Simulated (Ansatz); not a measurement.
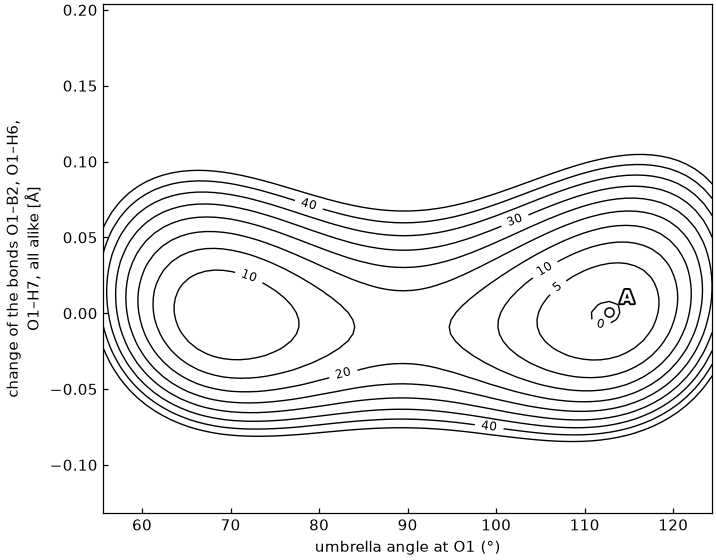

BCl₃H₂O, SMILES [OH2+][B-](Cl)(Cl)Cl. The first coordinate is: umbrella angle at O1 (between each of its bonds and their common axis; 90 is planar); the second: change of the bonds O1–B2, O1–H6, O1–H7, all alike. Nothing is relaxed (all other coordinates rigid). Grid: 13 × 13 points. Points are written as (first, second). Energies: kJ/mol, counted from the lowest grid point. Computed with RKS PBE0-D4/def2-SVP (Ansatz 0.2.0).

The picture shows contour lines labelled in kJ/mol (none above 45), the point A. Between grid points the surface is interpolated.

Question: What is the easiest way out of the well at A, and how high is the barrier?

Answer: The easiest path leads from the well at about (113°, 0.00 Å) to the well at about (70°, 0.00 Å), about 5.7 kJ/mol higher. Its highest point lies about 17 kJ/mol above the bottom of the first well on the interpolated surface, at about (89°, −0.01 Å). Seen from the upper well the barrier is about 11 kJ/mol. The start is the relaxed structure and all else is held, so a fully relaxed path at this level can only be lower.

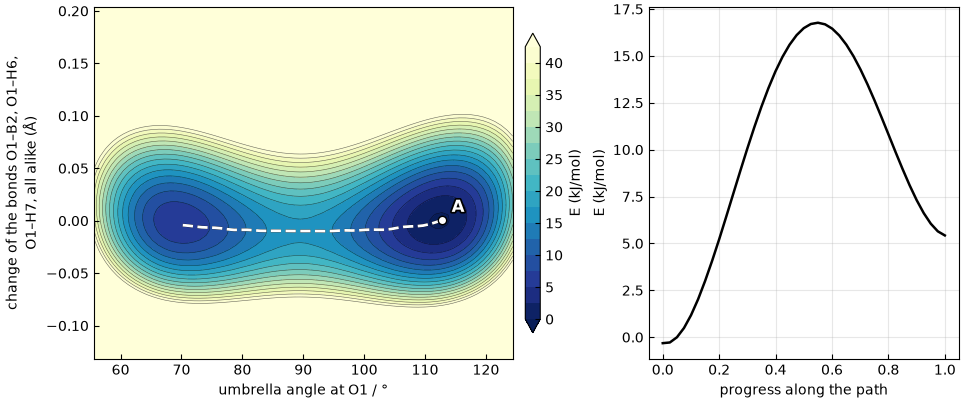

In the figure: filled contours, a line along the lowest path, one colour for all values above the top of the scale, the energy along the path at the right. Between grid points the surface is interpolated.
